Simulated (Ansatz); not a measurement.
**Be4Bi2O (built on the sites of a database entry of Ca4Bi2O): following an unstable mode**

Which phase does Be4Bi2O (built on the sites of a database entry of Ca4Bi2O) fall into along its unstable mode, and how much energy does it gain?

Method: DFT PBEsol, scalar-relativistic, plane waves, PAW, in Ansatz 0.2.0.

The structure was built from a prototype and need not be the compound's stable phase.

## 1. Set-up

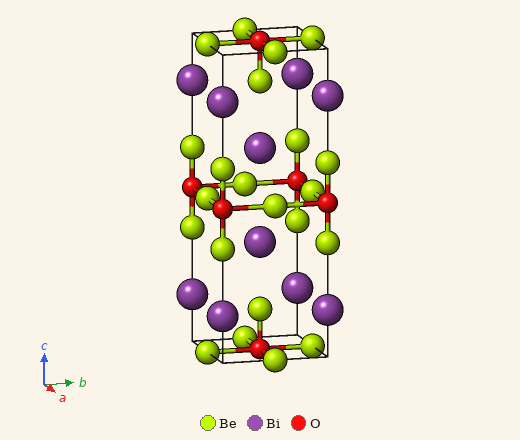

Start, viewed slightly off an axis; beryllium green, bismuth purple, oxygen red. This picture shows the conventional cell, with its axes. Some periodic images of atoms are drawn too.

## 2. Response at finite wavevector

The cell comes from relaxations at this level that are not shown. Stability and thermal properties need the whole zone. Linear response on a 2×2×2 q mesh gives force constants as far as a supercell of that size would.

File input.yaml:

```yaml
crystal:
  lattice:
    - [-2.0757496891, 2.0757496891, 5.9826857501]
    - [2.0757496891, -2.0757496891, 5.9826857501]
    - [2.0757496891, 2.0757496891, -5.9826857501]
  atoms:
    - { symbol: Be, position: [0.3699222426, 0.3699222426, 0.0] }
    - { symbol: Be, position: [0.5, 0.0, 0.5] }
    - { symbol: Be, position: [0.6300777574, 0.6300777574, 0.0] }
    - { symbol: Be, position: [0.0, 0.5, 0.5] }
    - { symbol: Bi, position: [0.1523523208, 0.1523523208, 0.0] }
    - { symbol: Bi, position: [0.8476476792, 0.8476476792, 0.0] }
    - { symbol: O, position: [0.5, 0.5, 0.0] }
kpoints:
  mp_grid: { grid: [12, 12, 12] }
hamiltonian:
  xc: pbesol
scf:
  occupations: { method: methfessel_paxton, width: 0.2 }
output:
  eigenvalues: true
phonons:
  method: dfpt
  qmesh: [2, 2, 2]
  temperatures: { t_max: 1000, t_step: 50 }
  qpath:
    path:
      - [[0.0, 0.0, 0.0], [0.0, 0.0, 0.5], [0.25, 0.25, 0.25], [0.0, 0.5, 0.0], [0.0, 0.0, 0.0], [0.5, 0.5, -0.5], [0.28009522, 0.71990478, -0.28009522]]
      - [[-0.28009522, 0.28009522, 0.28009522], [0.0, 0.0, 0.0]]
      - [[0.0, 0.0, 0.5], [-0.06019045, 0.06019045, 0.5]]
      - [[0.5, 0.5, -0.06019045], [0.5, 0.5, -0.5]]
    npoints: 10
```

Command:

```sh
$ ansatz run input.yaml --threads 8 --pin off --max-ram 14336MiB --backend cpu --events-out ev --progress --plain --runs-dir out
```

Numbers of over 12 decimals in the logs are rounded to 6 here.

Log:

```text
Warning: phonons: the dynamical matrix that this run interpolates holds no multipole term above the dipole-dipole one, and a site of this crystal is no centre of inversion, so its interpolated transverse optical and acoustic branches and sound speeds can stay off near Gamma, and the density of states and the thermodynamics with them. What a run solves at a wave vector of phonons.qpoints, Gamma apart, where the deck admits one, is free of this, and under fd what a larger phonons.supercell samples
Engine: ansatz 0.2.0, x86_64-unknown-linux-gnu
Pseudopotentials: kind: paw
Pseudopotential: Be, paw, valence charge 2, recommended cutoff 420 eV (normal), Be.paw.azcp
Pseudopotential: Bi, paw, valence charge 15, recommended cutoff 420 eV (normal), Bi.paw.azcp
Pseudopotential: O, paw, valence charge 6, recommended cutoff 420 eV (normal), O.paw.azcp
Functional definition: PBEsol
  exchange = pbesol_x
  correlation = pbesol_c
Crystal: 7 atoms, lattice volume = 103.111 Å³
Basis set: ecut = 420 eV, 2007 PW (Γ), exchange–correlation on 90×90×90 points (8 copies of the dense FFT grid, shifted against one another)
Bands: 29, of which v1, the nominal top of the filled ones, is band 22 counted from 1 (21 counted from 0)
Symmetry: 16 space group operations
k-points: 163 of 1728
Non-local potential: Be, projectors of the file, l = 0: 2, l = 1: 2, l = 2: 1
Non-local potential: Bi, projectors of the file, l = 0: 2, l = 1: 2, l = 2: 2, l = 3: 2
Non-local potential: O, projectors of the file, l = 0: 2, l = 1: 2, l = 2: 1
PAW form: soft (Blöchl's): semilocal exchange-correlation on the pseudo side does not see the compensation charge
PAW frozen core: Be, regenerated for the run's functional, and the local potential with it (the file was generated under x = pbe(κ = 0.804, μ = 0.219515), c = pbe(β = 0.066725))
PAW frozen core: Bi, regenerated for the run's functional, and the local potential with it (the file was generated under x = pbe(κ = 0.804, μ = 0.219515), c = pbe(β = 0.066725))
PAW frozen core: O, regenerated for the run's functional, and the local potential with it (the file was generated under x = pbe(κ = 0.804, μ = 0.219515), c = pbe(β = 0.066725))
PAW one-centre angular grid: Be, 110 points (default); XC on 64 Gauss nodes
PAW one-centre angular grid: Bi, 590 points (default); XC on 64 Gauss nodes
PAW one-centre angular grid: O, 110 points (default); XC on 64 Gauss nodes
Initial density: superposition of atomic densities (neutral atoms: chi_scale 0, normalization atom), corrected by the library's trained network
Initial wavefunctions: pseudopotential atomic-orbital guess
Functional: x = pbesol(κ = 0.804, μ = 0.123457), c = pbesol(β = 0.046)
SCF iter   1: F=—  HF=-25404.267266 eV  |F-HF|=—  |Δ(HF+E_count)|=         —  Δρ=9.23e-3  dr2=1.18e-1  ethr=1.77e-3  ⟨swp⟩=7.1  Hψ=24562  notcnv=0
preconditioner: auto → Kerker (q_TF=auto, 2.367 Å⁻¹)  [metal: Δε(μ)=0.007 eV  Ē_g=17.084 eV  σ=0.200 eV  W_gap=0.03  n_scr=24 (ndim 8)  ℏωp=24.3 eV  f_vac=0.000  D(μ)=0.90/eV (n_scr^D=2)]
SCF iter   2: F=—  HF=-25404.238018 eV  |F-HF|=—  |Δ(HF+E_count)|=   2.92e-2  S|Δr|=    0.00e0  Δρ=3.51e-3  dr2=2.36e-2  ethr=2.69e-4  ⟨swp⟩=2.1  Hψ=6994  notcnv=0
SCF iter   3: F=—  HF=-25404.232813 eV  |F-HF|=—  |Δ(HF+E_count)|=   5.21e-3  S|Δr|=    0.00e0  Δρ=1.77e-3  dr2=7.24e-3  ethr=5.36e-5  ⟨swp⟩=1.5  Hψ=5243  notcnv=0
SCF iter   4: F=—  HF=-25404.230675 eV  |F-HF|=—  |Δ(HF+E_count)|=   2.14e-3  S|Δr|=    0.00e0  Δρ=3.61e-4  dr2=1.42e-4  ethr=1.64e-5  ⟨swp⟩=2.5  Hψ=7045  notcnv=0
SCF iter   5: F=—  HF=-25404.230638 eV  |F-HF|=—  |Δ(HF+E_count)|=   3.67e-5  S|Δr|=    0.00e0  Δρ=8.60e-5  dr2=1.23e-5  ethr=3.23e-7  ⟨swp⟩=2.6  Hψ=8104  notcnv=0
SCF iter   6: F=—  HF=-25404.230645 eV  |F-HF|=—  |Δ(HF+E_count)|=   7.34e-6  S|Δr|=    0.00e0  Δρ=3.48e-5  dr2=2.20e-6  ethr=2.79e-8  ⟨swp⟩=2.8  Hψ=8313  notcnv=0
SCF iter   7: F=—  HF=-25404.230671 eV  |F-HF|=—  |Δ(HF+E_count)|=   2.60e-5  S|Δr|=    0.00e0  Δρ=7.66e-6  dr2=1.36e-7  ethr=4.99e-9  ⟨swp⟩=2.4  Hψ=6061  notcnv=0
SCF iter   8: F=—  HF=-25404.230671 eV  |F-HF|=—  |Δ(HF+E_count)|=   2.67e-9  S|Δr|=    0.00e0  Δρ=2.36e-6  dr2=1.08e-8  ethr=3.08e-10  ⟨swp⟩=2.0  Hψ=5454  notcnv=0
SCF iter   9: F=—  HF=-25404.230671 eV  |F-HF|=—  |Δ(HF+E_count)|=  4.58e-10  S|Δr|=    0.00e0  Δρ=7.00e-7  dr2=5.29e-10  ethr=2.45e-11  ⟨swp⟩=2.1  Hψ=6554  notcnv=0
SCF iter  10: F=—  HF=-25404.230671 eV  |F-HF|=—  |Δ(HF+E_count)|=  5.09e-11  S|Δr|=    0.00e0  Δρ=1.54e-7  dr2=3.25e-11  ethr=1.20e-12  ⟨swp⟩=2.1  Hψ=8003  notcnv=0
[...]
SCF 1 converged in 11 iterations: F = -25404.230671 eV  dr2 = 3.76e-12
  greatest PAW one-centre occupation: 0.987 electrons in one spin orbital (limit 2), on the Bi atom at site 5 (counted from 0), in its partial waves of l = 2
Initial density: read from a saved state, or passed on in memory by an earlier SCF of this step, an earlier step, the calling program or the single point that the run made first
[...]
SCF iter   1: F=—  HF=-25404.230643 eV  |F-HF|=—  |Δ(HF+E_count)|=         —  Δρ=3.69e-6  dr2=7.57e-9  ethr=9.97e-7  ⟨swp⟩=3.2  Hψ=36425  notcnv=0
eigensolver tolerance schedule: the retry pair's looser diagonalisation over-reported the residual by 57918.08 of it (diagonalisation noise at an unbounded share of the residual, at the tolerance the schedule requests for it); recorded, not acted on — ethr = c·dr2/N_el stays at c = 1.0e-1
preconditioner: auto → Kerker (q_TF=auto, 2.367 Å⁻¹)  [metal: Δε(μ)=0.029 eV  Ē_g=17.069 eV  σ=0.200 eV  W_gap=0.12  n_scr=24 (ndim 8)  ℏωp=24.3 eV  f_vac=0.000  D(μ)=0.95/eV (n_scr^D=2)]
SCF iter   2: F=—  HF=-25404.230671 eV  |F-HF|=—  |Δ(HF+E_count)|=   2.83e-5  S|Δr|=    0.00e0  Δρ=2.13e-6  dr2=2.68e-9  ethr=1.72e-11  ⟨swp⟩=3.9  Hψ=13358  notcnv=0
SCF iter   3: F=—  HF=-25404.230671 eV  |F-HF|=—  |Δ(HF+E_count)|=  8.59e-10  S|Δr|=    0.00e0  Δρ=1.36e-6  dr2=1.05e-9  ethr=6.10e-12  ⟨swp⟩=2.0  Hψ=7388  notcnv=0
SCF iter   4: F=—  HF=-25404.230671 eV  |F-HF|=—  |Δ(HF+E_count)|=  3.60e-10  S|Δr|=    0.00e0  Δρ=7.80e-7  dr2=3.38e-10  ethr=2.39e-12  ⟨swp⟩=2.0  Hψ=6921  notcnv=0
SCF iter   5: F=—  HF=-25404.230671 eV  |F-HF|=—  |Δ(HF+E_count)|=  5.09e-11  S|Δr|=    0.00e0  Δρ=5.96e-7  dr2=1.96e-10  ethr=1.00e-12  ⟨swp⟩=1.0  Hψ=4727  notcnv=0
SCF iter   6: F=—  HF=-25404.230671 eV  |F-HF|=—  |Δ(HF+E_count)|=  6.18e-11  S|Δr|=    0.00e0  Δρ=4.67e-7  dr2=1.23e-10  ethr=1.00e-12  ⟨swp⟩=1.0  Hψ=4727  notcnv=0
SCF iter   7: F=—  HF=-25404.230671 eV  |F-HF|=—  |Δ(HF+E_count)|=  7.28e-12  S|Δr|=    0.00e0  Δρ=3.71e-7  dr2=7.67e-11  ethr=1.00e-12  ⟨swp⟩=1.0  Hψ=4727  notcnv=0
SCF iter   8: F=—  HF=-25404.230671 eV  |F-HF|=—  |Δ(HF+E_count)|=  2.91e-11  S|Δr|=    0.00e0  Δρ=2.66e-7  dr2=3.96e-11  ethr=1.00e-12  ⟨swp⟩=1.0  Hψ=4727  notcnv=0
SCF iter   9: F=—  HF=-25404.230671 eV  |F-HF|=—  |Δ(HF+E_count)|=  7.28e-12  S|Δr|=    0.00e0  Δρ=1.52e-7  dr2=1.31e-11  ethr=1.00e-12  ⟨swp⟩=1.0  Hψ=4727  notcnv=0
SCF iter  10: F=-25404.230671 eV  HF=-25404.230671 eV  |F-HF|=3.64e-12  |Δ(HF+E_count)|=  7.28e-12  S|Δr|=    0.00e0  Δρ=4.41e-9  dr2=2.34e-14  ethr=1.00e-12  ⟨swp⟩=3.0  Hψ=9301  notcnv=0
SCF 2 converged in 10 iterations: F = -25404.230671 eV  dr2 = 2.34e-14
phonons: the bands overlap, so this run is a metal and interpolates without the dipole-dipole term. If the crystal is really an insulator or semiconductor, its LO-TO splitting is missing
NSCF: frozen V_eff on 163 k-points
WARN: eigensolver did not converge in 10 slots of this pass, the one above among them; of largest residual over every band (k=48): 1 band(s) unlocked (lowest unlocked band 28, counted from 0; max residual 2.16e-3 eV among the unlocked bands, 2.16e-3 eV over every band); of lowest unlocked band (k=0): band 28
NSCF: frozen V_eff on 280 k-points
DFPT response loops at q = (0, 0, 0) (fractional): preconditioner auto → Kerker (q_TF=auto, 2.367 Å⁻¹) (partly filled bands, converged f_vac=0.000); β = 1.00, the filter's whole step (`scf.mixing.beta` (0.50) is not read by the response loops under this deck's `scf.mixing.preconditioner`; to damp them name `kerker` or `kerker_dos`, under which they read `scf.mixing.beta`, and type it under 1.00, their step now; both keys bind the ground state too); Broyden in place of MSR1
NSCF: frozen V_eff on 952 k-points
DFPT response loops at q = (0, 0, -0.5) (fractional): mixed as the last ones told, above
NSCF: frozen V_eff on 952 k-points
DFPT response loops at q = (0, -0.5, 0) (fractional): mixed as the last ones told, above
NSCF: frozen V_eff on 560 k-points
DFPT response loops at q = (-0.5, -0.5, -0.5) (fractional): mixed as the last ones told, above
SCF converged after 11 iterations
Stability not checked: this state was not tested for a lower state beside it, because cold or Methfessel-Paxton smearing, or corrected tetrahedra, fill the levels in a way that the test cannot read (fill_not_monotonic; see scf.lower_state_search)
Free energy (F): -25404.230671 eV
Harris-Foulkes:  -25404.230671 eV  (|F-HF|=3.64e-12)
Internal energy: -25404.230905 eV  (E = F + TS)
E sigma→0 (E₀):  -25404.230730 eV
Entropy (-TS):   0.000233 eV (0.033 meV/atom)
Fermi energy:    10.861434 eV
--- Per-component energies (eV) ---
  E_band       = -158.366919
  E_kinetic    = 860.072038
  E_local      = -3379.356991  (includes V_loc(G=0)·N_el)
  E_nonlocal   = 1186.678254
  E_hartree    = 1126.341375
  E_xc         = -449.012434
  E_vxc        = -461.963863  (∫ρ·V_xc dr)
  E_paw        = -21401.237544  (= ΣΔE_a)
  E_vpaw       = -616.480675  (= ΣTr[D̂ρ^β])
  E_aug_tail   = 0.001557  (compensation charges beyond the density's cutoff)
  E_ewald      = -3347.970077
  E_core_change = 0.252918  (= ΣΔE_core)
  E_smearing   = 0.000233  (= −TS)
  E_closure    = -0.000000  (closes the sum)
  Σ components = -25404.230671   (vs F -25404.230671, Δ=0.00e0)
--- Band table (eV; the first three rows and the last of 163) ---
  k-point 0: bands = [... 18 lower, 8.3535, 8.4655, 9.8904, 9.8904, 10.7094, 11.5479, 11.8790, 14.5929, ... 3 higher]
  k-point 1: bands = [... 18 lower, 7.9318, 8.9988, 9.4571, 9.4575, 11.3560, 12.3556, 12.4397, 14.1623, ... 3 higher]
  k-point 2: bands = [... 18 lower, 7.1225, 7.7609, 8.9679, 10.7570, 12.4620, 12.7760, 13.5358, 13.6632, ... 3 higher]
  k-point 162: bands = [... 18 lower, 8.5651, 8.5651, 10.2584, 10.2584, 10.5139, 10.6533, 12.4064, 12.9351, ... 3 higher]
--- Phonons (Γ-DFPT): 9 representative perturbations + reference (Σ response iterations 29) ---
  ASR residual: 1.153e-4 → 0.000e0 eV/Å²; symmetrization residual: 3.011e-6 eV/Å²
  ASR residual per site (eV/Å²): 1.64e-5 5.44e-5 1.64e-5 5.44e-5 2.81e-5 2.81e-5 1.15e-4
  Γ frequencies (cm⁻¹): -441.99 -441.99 -225.16 -225.16 -208.36 -208.36 0.00 0.00 0.00 80.62 80.62 122.32 150.96 150.96 238.60 260.84 263.45 263.45 372.60 695.38 934.87
--- Phonons (arbitrary-q DFPT): 4 irreducible q on the 2×2×2 mesh ---
  q = [0.0000, 0.0000, 0.0000] (star 1, of the zone-centre solve; hermiticity 2.12e-7, symmetrization 5.15e-14): -441.99 -441.99 -225.16 -225.16 -208.36 -208.36 -0.00 -0.00 0.00 80.62 80.62 122.32 150.96 150.96 238.60 260.84 263.45 263.45 372.60 695.38 934.87
  q = [0.0000, 0.0000, -0.5000] (star 2, 9 solved perturbations in 3696 linear systems a pass and spin channel, the states on 476 of 1728 k-point pairs; hermiticity 1.57e-7, symmetrization 6.17e-14): -279.57 -238.40 -217.82 -177.12 -159.61 -92.19 -66.53 71.59 75.95 89.04 100.37 110.01 117.66 203.22 238.64 252.41 252.58 252.65 342.52 724.53 938.00
  q = [0.0000, -0.5000, 0.0000] (star 4, 15 solved perturbations on 476 of 1728 k-point pairs; hermiticity 1.98e-7, symmetrization 5.63e-14): -430.71 -179.93 -128.67 -33.33 24.91 50.82 52.23 67.87 70.06 83.85 98.72 106.30 160.93 214.44 217.89 265.41 279.03 369.19 371.81 729.16 921.37
  q = [-0.5000, -0.5000, -0.5000] (star 1, 9 solved perturbations in 2169 linear systems a pass and spin channel, the states on 280 of 1728 k-point pairs; hermiticity 1.99e-7, symmetrization 7.83e-14): -443.10 -443.10 -219.24 -219.24 -208.13 -208.13 48.22 48.22 61.75 61.75 94.93 106.62 175.66 175.66 219.74 234.35 269.68 269.68 405.59 707.55 957.31
  sum rule: each row above includes the acoustic sum rule's correction from the zone centre's row sums; it moved no ω² by more than (1.40 cm⁻¹)²
  mesh force constants: q→R imaginary residual 2.65e-18; ASR residual 1.153e-4 → 0.000e0 eV/Å²; symmetrization residual 1.066e-14 eV/Å²
  interpolated dispersion: 94 rows × 21 modes
  density of states and harmonic sums: on the 16×16×22 q-mesh, interpolated from the force constants of a 2×2×2 supercell (no non-analytic term)
  largest difference from the sums on the solved wave vectors: F 8.61e-2 eV, S 1.25e-4 and C_V 3.87e-5 eV/K
  zero-point energy: 0.239519 eV/cell   skipped modes (ω ≤ 0): 8835, of them read as no rigid motion or as one in doubt: 8832 (6.077e0 modes/cell left out, lowest -443.10 cm⁻¹)   left out of the sums: 2.89e-1 of the cell's modes: C_V's classical limit lies that fraction below 3 k_B per atom; for a crystal, a wire or a layer, F and S can be off by more, and a phonons.interpolated_qmesh denser along its periods is the remedy for the sampling
```

Elapsed: 13 min, on 8 threads of AMD EPYC 7R43, shared host; peak memory 4 GiB; 1.7 h of CPU time.

The column dr2 measures how far the density is from self-consistency, as an energy; F and HF (Harris–Foulkes) agree once it is small.

Numbers from this step:

- volume per atom: 14.73 Å³
- gap on the k-mesh: 0 eV
- sum-rule residual before enforcement: 1.15e-4 eV/Å²
- lowest frequency on the path: -443.1 cm⁻¹
- point group: 4/mmm
- highest frequency on the path or at a solved wavevector: 957.3 cm⁻¹
- highest optical mode at the zone centre (no LO-TO term): 934.9 cm⁻¹
- lowest optical zone-centre mode: -442.0 cm⁻¹
- lowest mode on the q mesh (acoustic modes at Γ apart): -443.1 cm⁻¹

Frequencies (cm⁻¹) solved at each irreducible wavevector; negative means imaginary. Frequencies by wavevector, by row:

| q in reciprocal lattice units | star | mode 1 | mode 2 | mode 3 | mode 4 | mode 19 | mode 20 | mode 21 |
| --- | --- | --- | --- | --- | --- | --- | --- | --- |
| 0 0 0 | 1 | -442 | -442 | -225.2 | -225.2 | 372.6 | 695.4 | 934.9 |
| 0 0 -0.5 | 2 | -279.6 | -238.4 | -217.8 | -177.1 | 342.5 | 724.5 | 938 |
| 0 -0.5 0 | 4 | -430.7 | -179.9 | -128.7 | -33.3 | 371.8 | 729.2 | 921.4 |
| -0.5 -0.5 -0.5 | 1 | -443.1 | -443.1 | -219.2 | -219.2 | 405.6 | 707.5 | 957.3 |

Interpolated from a 2×2×2 q mesh, rough between the solved points. The phonon branches at the labelled points (cm⁻¹):

| point | branch 1 | branch 2 | branch 3 | branch 4 | branch 18 | branch 19 | branch 20 | branch 21 |
| --- | --- | --- | --- | --- | --- | --- | --- | --- |
| Γ | -442 | -442 | -225 | -225 | 264 | 373 | 695 | 935 |
| X | -280 | -238 | -218 | -177 | 253 | 342 | 724 | 938 |
| P | -280 | -229 | -229 | -168 | 253 | 345 | 724 | 938 |
| N | -431 | -180 | -129 | -33 | 369 | 372 | 729 | 921 |
| Γ | -442 | -442 | -225 | -225 | 264 | 373 | 695 | 935 |
| M | -443 | -443 | -219 | -219 | 270 | 406 | 708 | 957 |
| S | -431 | -224 | -87 | -76 | 348 | 368 | 729 | 924 |
| jump to S0 | -431 | -224 | -87 | -76 | 348 | 368 | 729 | 924 |
| Γ | -442 | -442 | -225 | -225 | 264 | 373 | 695 | 935 |
| jump to X | -280 | -238 | -218 | -177 | 253 | 342 | 724 | 938 |
| R | -297 | -239 | -191 | -170 | 266 | 341 | 725 | 937 |
| jump to G′ | -297 | -239 | -191 | -170 | 266 | 341 | 725 | 937 |
| M | -443 | -443 | -219 | -219 | 270 | 406 | 708 | 957 |

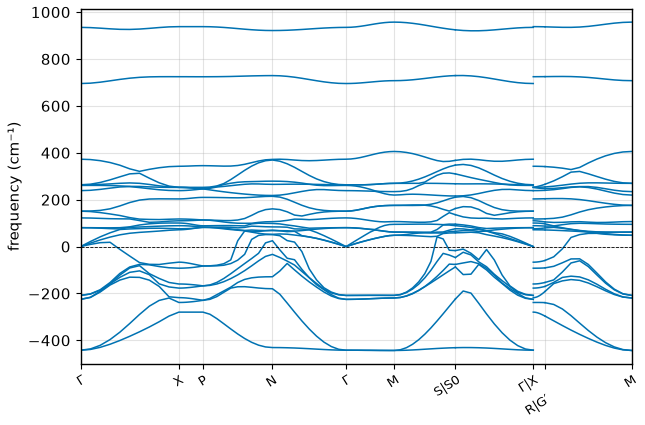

Phonon branches along the path.

Symmetry leaves 4 wavevectors to solve. The lowest mode among them, the acoustic zeros apart, lies at q = (-0.5, -0.5, -0.5) and is imaginary, 443.1i cm⁻¹, so the energy falls along it.

## 3. The mode frozen in, largest atomic shift 0 Å

The mode followed lies at Γ with frequency 442.0i cm⁻¹ and is 2-fold degenerate, one of the unstable modes though not the softest. At small amplitude the distorted cell has space group no. 42 by a symmetry search on the positions. The undistorted cell that holds it gives the zero of energy on the same k mesh.

input.yaml, the sections that differ from step 2:

```yaml
output:
  forces: true
  stress: true
  eigenvalues: true
# crystal, kpoints, hamiltonian, scf: as in step 2
# phonons: removed
```

Log:

```text
[...]
k-point 0: bands = [... 18 lower, 8.3535, 8.4655, 9.8904, 9.8904, 10.7094, 11.5479, 11.8790, 14.5929, ... 3 higher]
  k-point 1: bands = [... 18 lower, 7.9318, 8.9988, 9.4571, 9.4575, 11.3560, 12.3556, 12.4397, 14.1623, ... 3 higher]
  k-point 2: bands = [... 18 lower, 7.1225, 7.7609, 8.9679, 10.7570, 12.4619, 12.7760, 13.5358, 13.6632, ... 3 higher]
  k-point 162: bands = [... 18 lower, 8.5651, 8.5651, 10.2584, 10.2584, 10.5139, 10.6533, 12.4063, 12.9351, ... 3 higher]
[key lines of the parts left out:]
SCF converged after 8 iterations
Free energy (F): -25404.230671 eV
Fermi energy:    10.861421 eV
P = ⅓ Tr σ = 0.0004 GPa (0.004 kbar)
```

Elapsed: 3.4 s, on 8 threads; peak memory 0.75 GiB; 24 s of CPU time.

This step gave:

```yaml
pressure: 3.93e-4 GPa
energy_from_the_undistorted_cell: 0 meV/atom
```

The run ends at a pressure of 0.00 GPa, with forces up to 1.8e-4 eV/Å.

## 4. The mode frozen in, largest atomic shift 0.32 Å

The atoms are moved along the unstable eigenvector, the largest shift by 0.32 Å, with the cell fixed.

input.yaml, the sections that differ from step 3:

```yaml
crystal:
  lattice:
    - [-2.0757496891, 2.0757496891, 5.9826857501]
    - [2.0757496891, -2.0757496891, 5.9826857501]
    - [2.0757496891, 2.0757496891, -5.9826857501]
  atoms:
    - { symbol: Be, position: [0.3910716784, 0.3487728067, 0.0] }
    - { symbol: Be, position: [0.5038066077, -0.0769865332, 0.4268200745] }
    - { symbol: Be, position: [0.6512271933, 0.6089283216, 0.0] }
    - { symbol: Be, position: [0.0769865332, 0.4961933923, 0.5731799255] }
    - { symbol: Bi, position: [0.1516688915, 0.1530357502, 0.0] }
    - { symbol: Bi, position: [0.8469642498, 0.8483311085, 0.0] }
    - { symbol: O, position: [0.4485167147, 0.5514832853, 0.0] }
# kpoints, hamiltonian, scf, output: as in step 3
```

Log:

```text
[...]
Crystal: 7 atoms, lattice volume = 103.111 Å³
Basis set: ecut = 420 eV, 2007 PW (Γ), FFT grids on a1+a3, a2+a3, a3, exchange–correlation on 60×60×90 points (8 copies of the dense FFT grid, shifted against one another)
Bands: 29, of which v1, the nominal top of the filled ones, is band 22 counted from 1 (21 counted from 0)
Symmetry: 4 space group operations
[...]
k-point 0: bands = [... 18 lower, 8.2729, 8.7829, 9.3551, 10.0385, 10.9308, 11.4539, 12.0286, 13.9249, ... 3 higher]
  k-point 1: bands = [... 18 lower, 8.1553, 8.7526, 9.4453, 9.5119, 11.3250, 12.2532, 12.5643, 13.9973, ... 3 higher]
  k-point 2: bands = [... 18 lower, 7.5438, 7.7999, 8.7192, 10.6595, 12.2822, 12.8285, 13.3670, 13.7176, ... 3 higher]
  k-point 279: bands = [... 18 lower, 8.1603, 8.5085, 10.0956, 10.3743, 10.5702, 10.5836, 12.6969, 13.1928, ... 3 higher]
[key lines of the parts left out:]
SCF converged after 7 iterations
Free energy (F): -25404.747987 eV
Fermi energy:    10.891335 eV
P = ⅓ Tr σ = 3.3037 GPa (33.037 kbar)
```

It took 9.5 s on 8 threads; peak memory 0.94 GiB; 70 s of CPU time.

This step gave:

* pressure: 3.304 GPa
* energy from the undistorted cell: -73.91 meV/atom

The energy, extrapolated to zero smearing, is -73.91 meV/atom against the undistorted cell.

The run ends at a pressure of 3.30 GPa, with forces up to 0.87 eV/Å.

(Part 1 of 3 ends here.)

[Logs are printed without paths, hosts, clocks, repeated set-up lines and the standing remarks that a program may print on its own settings, such as how far it seeks lower states.]

[Hosts, paths, dates, database ids (printed as entryN), source tags and the programs' standing remarks are cut or masked in the printed files.]
